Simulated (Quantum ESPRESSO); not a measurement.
## Cu3Ni5 with and without spin polarisation

Aim: the moments that Cu3Ni5 holds when they start parallel.

Program: Quantum ESPRESSO 7.5. Level of theory: PBE; plane waves with GBRV 1.5 PBE potentials, no spin-orbit coupling. Results are calculated unless marked as measured.

### Step 1. The structure

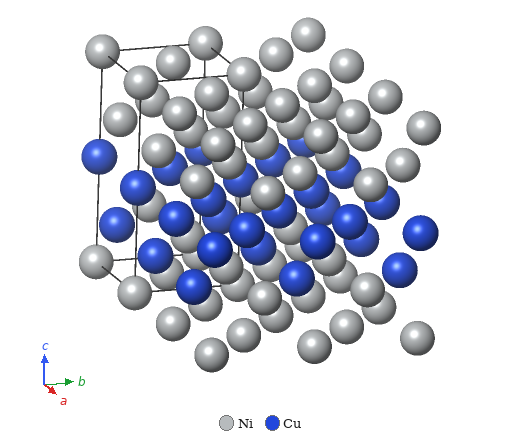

The cell as given, slightly off an axis (nickel light grey, copper blue). 3×2×1 cells are drawn. Some periodic images of atoms are drawn too.

The cell was typed by rule, not taken from a database of measured structures.

### Step 2. Run 1 (ferro +++++)

The signs are those of the starting moments on the seeded atoms, the atoms that are given a moment.

Input file pw.in:

```
&CONTROL
  calculation = 'scf'
  prefix = 'pwscf'
  outdir = './tmp'
  pseudo_dir = './pseudo'
  disk_io = 'nowf'
/
&SYSTEM
  ibrav = 0
  celldm(1) = 8
  nat = 8
  ntyp = 2
  ecutwfc = 40
  ecutrho = 280
  nbnd = 91
  occupations = 'smearing'
  smearing = 'fd'
  degauss = 0.00367493
  nspin = 2
  starting_magnetization(1) = 0.0389
  starting_magnetization(2) = 0
/
&ELECTRONS
  conv_thr = 1.6d-08
  electron_maxstep = 150
  mixing_beta = 0.3
/
ATOMIC_SPECIES
Ni     58.6934 ni_pbe_v1.4.uspp.F.UPF
Cu     63.5460 cu_pbe_v1.2.uspp.F.UPF
CELL_PARAMETERS alat
   0.8404852208980    0.0000000000000    0.0000000000000
   0.0000000000000    0.8404852208980    0.0000000000000
   0.0000000000000    0.0000000000000    1.6809704417960
ATOMIC_POSITIONS crystal
Ni      0.0000000000    0.0000000000    0.0000000000
Ni      0.5000000000    0.5000000000    0.0000000000
Cu      0.5000000000    0.0000000000    0.2500000000
Ni      0.0000000000    0.5000000000    0.2500000000
Cu      0.0000000000    0.0000000000    0.5000000000
Cu      0.5000000000    0.5000000000    0.5000000000
Ni      0.5000000000    0.0000000000    0.7500000000
Ni      0.0000000000    0.5000000000    0.7500000000
K_POINTS automatic
9 9 5 0 0 0
```

On the command line:

```bash
> OMP_NUM_THREADS=1 mpirun -n 4 pw.x -nk 4 -in pw.in > pw.out
```

Log:

```text
Program PWSCF v.7.5 starts

     Message from routine setup:
     using ibrav=0 with symmetry is DISCOURAGED, use correct ibrav instead

     K-points division:     npool     =       4
     Subspace diagonalization in iterative solution of the eigenvalue problem:

     G-vector sticks info
     --------------------
     sticks:   dense  smooth     PW     G-vecs:    dense   smooth      PW
     Sum        1005     577    177                47947    20775    3429

     Using Slab Decomposition

     bravais-lattice index     =            0
     lattice parameter (alat)  =       8.0000  a.u.
     unit-cell volume          =     607.9813 (a.u.)^3
     number of atoms/cell      =            8
     number of atomic types    =            2
     number of electrons       =       147.00
     number of Kohn-Sham states=           91
     kinetic-energy cutoff     =      40.0000  Ry
     charge density cutoff     =     280.0000  Ry
     scf convergence threshold =      1.6E-08
     mixing beta               =       0.3000
     number of iterations used =            8  plain     mixing
     Exchange-correlation= SLA  PW   PBE  PBE
                           (   1   4   3   4   0   0   0)

     celldm(1)=   8.000000  celldm(2)=   0.000000  celldm(3)=   0.000000
     celldm(4)=   0.000000  celldm(5)=   0.000000  celldm(6)=   0.000000

     crystal axes: (cart. coord. in units of alat)
               a(1) = (   0.840485   0.000000   0.000000 )
               a(2) = (   0.000000   0.840485   0.000000 )
               a(3) = (   0.000000   0.000000   1.680970 )

     reciprocal axes: (cart. coord. in units 2 pi/alat)
               b(1) = (  1.189789  0.000000  0.000000 )
               b(2) = (  0.000000  1.189789  0.000000 )
               b(3) = (  0.000000  0.000000  0.594894 )

     PseudoPot. # 1 for Ni read from file:
     ni_pbe_v1.4.uspp.F.UPF
     Pseudo is Ultrasoft + core correction, Zval = 18.0
     Generated by new atomic code, or converted to UPF format
     Using radial grid of  865 points,  6 beta functions with:
                l(1) =   0
                l(2) =   0
                l(3) =   1
                l(4) =   1
                l(5) =   2
                l(6) =   2
     Q(r) pseudized with 10 coefficients,  rinner =    0.980   0.980   0.980
                                                       0.980   0.980

     PseudoPot. # 2 for Cu read from file:
     cu_pbe_v1.2.uspp.F.UPF
     Pseudo is Ultrasoft + core correction, Zval = 19.0
     Generated by new atomic code, or converted to UPF format
     Using radial grid of  867 points,  6 beta functions with:
                l(1) =   0
                l(2) =   0
                l(3) =   1
                l(4) =   1
                l(5) =   2
                l(6) =   2
     Q(r) pseudized with  8 coefficients,  rinner =    1.150   1.150   1.150
                                                       1.150   1.150

     atomic species   valence    mass     pseudopotential
     Ni               18.00    58.69340     Ni( 1.00)
     Cu               19.00    63.54600     Cu( 1.00)

     Starting magnetic structure
     atomic species   magnetization
     Ni              0.039
     Cu              0.000

      8 Sym. Ops. (no inversion) found ( 4 have fractional translation)

   Cartesian axes

     site n.     atom                  positions (alat units)
         1        Ni     tau(   1) = (   0.0000000   0.0000000   0.0000000  )
         2        Ni     tau(   2) = (   0.4202426   0.4202426   0.0000000  )
         3        Cu     tau(   3) = (   0.4202426   0.0000000   0.4202426  )
         4        Ni     tau(   4) = (   0.0000000   0.4202426   0.4202426  )
         5        Cu     tau(   5) = (   0.0000000   0.0000000   0.8404852  )
         6        Cu     tau(   6) = (   0.4202426   0.4202426   0.8404852  )
         7        Ni     tau(   7) = (   0.4202426   0.0000000   1.2607278  )
         8        Ni     tau(   8) = (   0.0000000   0.4202426   1.2607278  )

     number of k points=    45  Fermi-Dirac smearing, width (Ry)=  0.0037
                       cart. coord. in units 2pi/alat
        k(    1) = (   0.0000000   0.0000000   0.0000000), wk =   0.0024691
        k(    2) = (   0.0000000   0.0000000   0.1189789), wk =   0.0049383
        k(    3) = (   0.0000000   0.0000000   0.2379578), wk =   0.0049383
        k(    4) = (   0.0000000   0.1321988   0.0000000), wk =   0.0098765
        k(    5) = (   0.0000000   0.1321988   0.1189789), wk =   0.0197531
        [... 40 further k-points ...]

     Dense  grid:    47947 G-vectors     FFT dimensions: (  36,  36,  72)

     Smooth grid:    20775 G-vectors     FFT dimensions: (  30,  30,  60)

     Check: negative core charge=   -0.000014
     Generating pointlists ...
     new r_m :   0.2452 (alat units)  1.9612 (a.u.) for type    1
     new r_m :   0.2452 (alat units)  1.9612 (a.u.) for type    2

     Initial potential from superposition of free atoms

     starting charge     134.0000, renormalised to     147.0000
     Starting wfcs are  104 randomized atomic wfcs

     Self-consistent Calculation

     iteration #  1     ecut=    40.00 Ry     beta= 0.30
     Davidson diagonalization with overlap
     ethr =  1.00E-02,  avg # of iterations =  5.2

     total energy              =   -2812.06839761 Ry
     estimated scf accuracy    <     340.95685987 Ry

     total magnetization       =     0.65 Bohr mag/cell
     absolute magnetization    =     0.83 Bohr mag/cell

     iteration #  2     ecut=    40.00 Ry     beta= 0.30
     Davidson diagonalization with overlap
     ethr =  1.00E-02,  avg # of iterations =  6.4

     total energy              =   -2864.62595520 Ry
     estimated scf accuracy    <     902.03571807 Ry

     total magnetization       =     0.05 Bohr mag/cell
     absolute magnetization    =     0.09 Bohr mag/cell

     iteration #  3     ecut=    40.00 Ry     beta= 0.30
     Davidson diagonalization with overlap
     ethr =  1.00E-02,  avg # of iterations =  6.6

     total energy              =   -2923.03659314 Ry
     estimated scf accuracy    <      36.77025612 Ry

     total magnetization       =     3.20 Bohr mag/cell
     absolute magnetization    =     3.36 Bohr mag/cell

     [... further iterations left out ...]

     iteration # 25     ecut=    40.00 Ry     beta= 0.30
     Davidson diagonalization with overlap
     ethr =  5.84E-10,  avg # of iterations =  1.5

     total energy              =   -2927.71796053 Ry
     estimated scf accuracy    <       0.00000044 Ry

     total magnetization       =     2.38 Bohr mag/cell
     absolute magnetization    =     2.85 Bohr mag/cell

     iteration # 26     ecut=    40.00 Ry     beta= 0.30
     Davidson diagonalization with overlap
     ethr =  3.00E-10,  avg # of iterations =  1.0

     total energy              =   -2927.71796056 Ry
     estimated scf accuracy    <       0.00000016 Ry

     total magnetization       =     2.38 Bohr mag/cell
     absolute magnetization    =     2.85 Bohr mag/cell

     iteration # 27     ecut=    40.00 Ry     beta= 0.30
     Davidson diagonalization with overlap
     ethr =  1.09E-10,  avg # of iterations =  1.1

     total energy              =   -2927.71796058 Ry
     estimated scf accuracy    <       0.00000005 Ry

     total magnetization       =     2.38 Bohr mag/cell
     absolute magnetization    =     2.85 Bohr mag/cell

     iteration # 28     ecut=    40.00 Ry     beta= 0.30
     Davidson diagonalization with overlap
     ethr =  3.09E-11,  avg # of iterations =  1.0

     Magnetic moment per site  (integrated on atomic sphere of radius R)
     atom   1 (R=0.245)  charge= 16.7275  magn=  0.5857
     atom   2 (R=0.245)  charge= 16.7275  magn=  0.5857
     atom   3 (R=0.245)  charge= 17.7720  magn=  0.0061
     atom   4 (R=0.245)  charge= 16.7546  magn=  0.3369
     atom   5 (R=0.245)  charge= 17.7735  magn=  0.0062
     atom   6 (R=0.245)  charge= 17.7735  magn=  0.0062
     atom   7 (R=0.245)  charge= 16.7375  magn=  0.5087
     atom   8 (R=0.245)  charge= 16.7402  magn=  0.5159

     End of self-consistent calculation

     [... lines left out ...]
     the Fermi energy is    16.9474 ev

!    total energy              =   -2927.71796058 Ry
     estimated scf accuracy    <       0.00000001 Ry
     smearing contrib. (-TS)   =      -0.00654261 Ry
     internal energy E=F+TS    =   -2927.71141797 Ry

     The total energy is F=E-TS. E is the sum of the following terms:
     one-electron contribution =   -1767.83546154 Ry
     hartree contribution      =     976.28518940 Ry
     xc contribution           =    -294.25598626 Ry
     ewald contribution        =   -1841.90515957 Ry

     total magnetization       =     2.38 Bohr mag/cell
     absolute magnetization    =     2.85 Bohr mag/cell

     convergence has been achieved in  28 iterations

=------------------------------------------------------------------------------=
   JOB DONE.
=------------------------------------------------------------------------------=
```

Run time: 5.1 min. Hardware: 4 MPI ranks of Intel Xeon at 2.70GHz, shared host; peak memory 0.81 GiB.

Spin moment in the atom's sphere by atom:

```csv
atom,spin moment in the atom's sphere (μB)
Ni1,0.586
Ni2,0.586
Cu3,0.006
Ni4,0.337
Cu5,0.006
Cu6,0.006
Ni7,0.509
Ni8,0.516
```

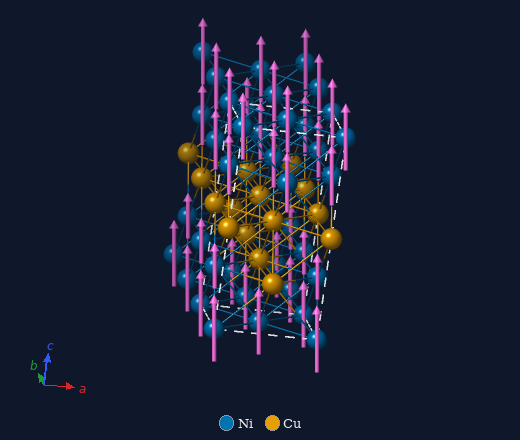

Spin moment in the atom's sphere as arrows, the longest 0.586 μB. Up and down stand for the sign. Arrows give size and sign along the axis of quantisation, drawn up and down the page. 1×3×1 cells are drawn. Some periodic images of atoms are drawn too.

Numbers from this step:

```yaml
smearing_term_ts: 0.08902 eV
magnetization: 2.379 μB
absolute_magnetization: 2.848 μB
final_state: ferromagnetic
```

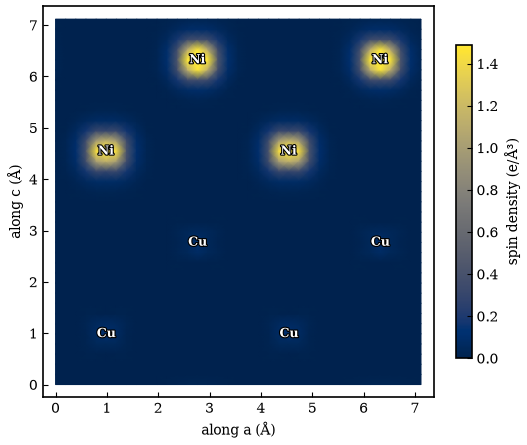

Spin density in the ac plane at fractional y = 0.000, with atoms of Ni and Cu within 0.2 Å of it. The map starts off the cell's origin, so that atoms lie inside it.

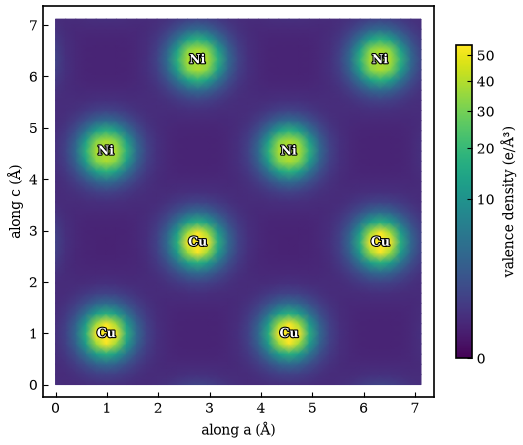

Valence density in the ac plane at fractional y = 0.000, with atoms of Ni and Cu within 0.2 Å of it. It is the smooth field of the valence electrons, not physical close to the nuclei. The map starts off the cell's origin, so that atoms lie inside it. The colour scale is stretched toward low values.

### Step 3. Start 2: no spin polarisation

Edit pw.in of step 2 so:

```diff
@@ -14,3 +14,3 @@
   ecutrho = 280
-  nbnd = 91
+  nbnd = 89
   occupations = 'smearing'
@@ -18,5 +18,2 @@
   degauss = 0.00367493
-  nspin = 2
-  starting_magnetization(1) = 0.0389
-  starting_magnetization(2) = 0
 /
```

Log:

```text
[banner, memory and clock lines left out]
Program PWSCF v.7.5 starts

     Message from routine setup:
     using ibrav=0 with symmetry is DISCOURAGED, use correct ibrav instead

     bravais-lattice index     =            0
     lattice parameter (alat)  =       8.0000  a.u.
     unit-cell volume          =     607.9813 (a.u.)^3
     number of atoms/cell      =            8
     number of atomic types    =            2
     number of electrons       =       147.00
     number of Kohn-Sham states=           89
     kinetic-energy cutoff     =      40.0000  Ry
     charge density cutoff     =     280.0000  Ry
     scf convergence threshold =      1.6E-08
     mixing beta               =       0.3000
     number of iterations used =            8  plain     mixing
     Exchange-correlation= SLA  PW   PBE  PBE
                           (   1   4   3   4   0   0   0)

     celldm(1)=   8.000000  celldm(2)=   0.000000  celldm(3)=   0.000000
     celldm(4)=   0.000000  celldm(5)=   0.000000  celldm(6)=   0.000000

     crystal axes: (cart. coord. in units of alat)
               a(1) = (   0.840485   0.000000   0.000000 )
               a(2) = (   0.000000   0.840485   0.000000 )
               a(3) = (   0.000000   0.000000   1.680970 )

     reciprocal axes: (cart. coord. in units 2 pi/alat)
               b(1) = (  1.189789  0.000000  0.000000 )
               b(2) = (  0.000000  1.189789  0.000000 )
               b(3) = (  0.000000  0.000000  0.594894 )

     PseudoPot. # 1 for Ni read from file:
     ni_pbe_v1.4.uspp.F.UPF
     Pseudo is Ultrasoft + core correction, Zval = 18.0

     PseudoPot. # 2 for Cu read from file:
     cu_pbe_v1.2.uspp.F.UPF
     Pseudo is Ultrasoft + core correction, Zval = 19.0

     atomic species   valence    mass     pseudopotential
     Ni               18.00    58.69340     Ni( 1.00)
     Cu               19.00    63.54600     Cu( 1.00)

      8 Sym. Ops. (no inversion) found ( 4 have fractional translation)

   Cartesian axes

     site n.     atom                  positions (alat units)
         1        Ni     tau(   1) = (   0.0000000   0.0000000   0.0000000  )
         2        Ni     tau(   2) = (   0.4202426   0.4202426   0.0000000  )
         3        Cu     tau(   3) = (   0.4202426   0.0000000   0.4202426  )
         4        Ni     tau(   4) = (   0.0000000   0.4202426   0.4202426  )
         5        Cu     tau(   5) = (   0.0000000   0.0000000   0.8404852  )
         6        Cu     tau(   6) = (   0.4202426   0.4202426   0.8404852  )
         7        Ni     tau(   7) = (   0.4202426   0.0000000   1.2607278  )
         8        Ni     tau(   8) = (   0.0000000   0.4202426   1.2607278  )

     number of k points=    45  Fermi-Dirac smearing, width (Ry)=  0.0037
                       cart. coord. in units 2pi/alat
        k(    1) = (   0.0000000   0.0000000   0.0000000), wk =   0.0049383
        k(    2) = (   0.0000000   0.0000000   0.1189789), wk =   0.0098765
        k(    3) = (   0.0000000   0.0000000   0.2379578), wk =   0.0098765
        k(    4) = (   0.0000000   0.1321988   0.0000000), wk =   0.0197531
        k(    5) = (   0.0000000   0.1321988   0.1189789), wk =   0.0395062
        [... 40 further k-points ...]

     Dense  grid:    47947 G-vectors     FFT dimensions: (  36,  36,  72)

     Smooth grid:    20775 G-vectors     FFT dimensions: (  30,  30,  60)

     Check: negative core charge=   -0.000014

     Initial potential from superposition of free atoms

     starting charge     134.0000, renormalised to     147.0000
     Starting wfcs are  104 randomized atomic wfcs

     Self-consistent Calculation

     iteration #  1     ecut=    40.00 Ry     beta= 0.30
     Davidson diagonalization with overlap
     ethr =  1.00E-02,  avg # of iterations =  4.6

     total energy              =   -2811.60745359 Ry
     estimated scf accuracy    <     341.78467328 Ry

     iteration #  2     ecut=    40.00 Ry     beta= 0.30
     Davidson diagonalization with overlap
     ethr =  1.00E-02,  avg # of iterations =  7.1

     total energy              =   -2864.76606758 Ry
     estimated scf accuracy    <     904.20049284 Ry

     [... further iterations left out ...]

     iteration # 22     ecut=    40.00 Ry     beta= 0.30
     Davidson diagonalization with overlap
     ethr =  2.30E-10,  avg # of iterations =  1.1

     total energy              =   -2927.71106363 Ry
     estimated scf accuracy    <       0.00000004 Ry

     iteration # 23     ecut=    40.00 Ry     beta= 0.30
     Davidson diagonalization with overlap
     ethr =  3.05E-11,  avg # of iterations =  1.0

     End of self-consistent calculation

     [... lines left out ...]
     the Fermi energy is    16.8441 ev

!    total energy              =   -2927.71106363 Ry
     estimated scf accuracy    <          9.0E-09 Ry
     smearing contrib. (-TS)   =      -0.00858542 Ry
     internal energy E=F+TS    =   -2927.70247821 Ry

     The total energy is F=E-TS. E is the sum of the following terms:
     one-electron contribution =   -1768.01238826 Ry
     hartree contribution      =     976.45627797 Ry
     xc contribution           =    -294.24120835 Ry
     ewald contribution        =   -1841.90515957 Ry

     convergence has been achieved in  23 iterations
```

Wall time 2.2 min (4 MPI ranks); peak memory 0.61 GiB.

Numbers from this step:

| Property | Result |
| --- | --- |
| smearing term TS | 0.1168 eV |
| final state | non-magnetic (no spin polarisation) |

### Step 4. The states side by side

An order is kept where moments of 0.15 μB or more survive with the typed signs; meshes match where a doubled cell samples the same k points as the first cell.

Orders:

```csv
start,final state,typed order kept,energy over the lowest (meV a seeded atom),largest site moment (μB),net moment (μB a cell of the first run),mesh matched,CPU time (s)
ferro +++++,ferromagnetic,yes,0,0.5857,2.379,yes,1214
no spin polarisation,non-magnetic,-,18.77,0,0,yes,515.4
```

### Step 5. What came out

```yaml
state_found: ferromagnetic (from ferro +++++)
largest_site_moment: 0.586 μB
state_without_moments: 18.8 meV a seeded atom higher
```

In words: At this level spin polarisation gains little. No opposed start was run, so this says nothing of the order that the crystal takes. The cell was built by rule and the atoms were not relaxed, which can move these energies.

[Logs and program files are shortened in this print: banners, set-up blocks, solver, clock and traceback lines can be left out without a mark of their own.]

[Logs are printed without paths, hosts, clocks, repeated set-up lines and the standing remarks that a program may print on its own settings, such as how far it seeks lower states.]

[Hosts, paths, dates, database ids (printed as entryN), source tags and the programs' standing remarks are cut or masked in the printed files.]

[Where a cell is said to come from a database of computed structures, the database is the Materials Project.]
